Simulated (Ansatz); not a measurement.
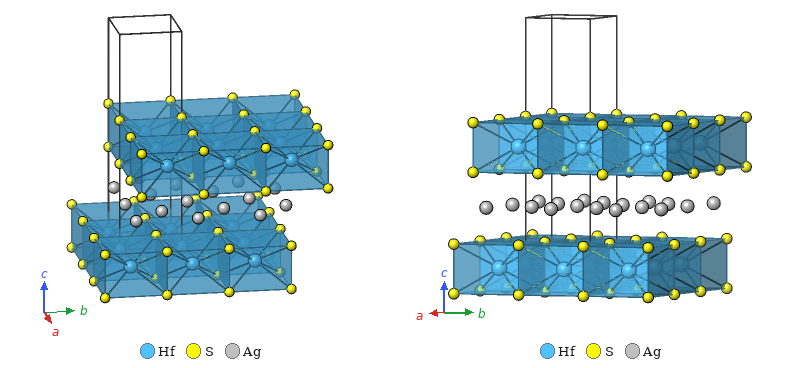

Polyhedra are drawn about Hf (bonds: Hf–S below 3.4 Å); other atoms are plain spheres. Two views of the same piece.

HfAg₂S₂ (space group I4/mmm, No. 139): the geometry relaxed (final pressure about -9.5 GPa) with Ansatz 0.2.0, DFT, PAW plane waves, r2scan, spin-orbit; the starting structure was generated, so it need not be a known form of this composition.

Sharing among the drawn polyhedra:

```
site  polyhedron  corner-sharing neighbours  edge-sharing  face-sharing  bond (Å)
  Hf   HfS8 cube                          0             4             4      3.04
```

They form layers of edge- and face-sharing cubes parallel to (001). Their corner atoms also have Ag as close neighbours (those links are not drawn).
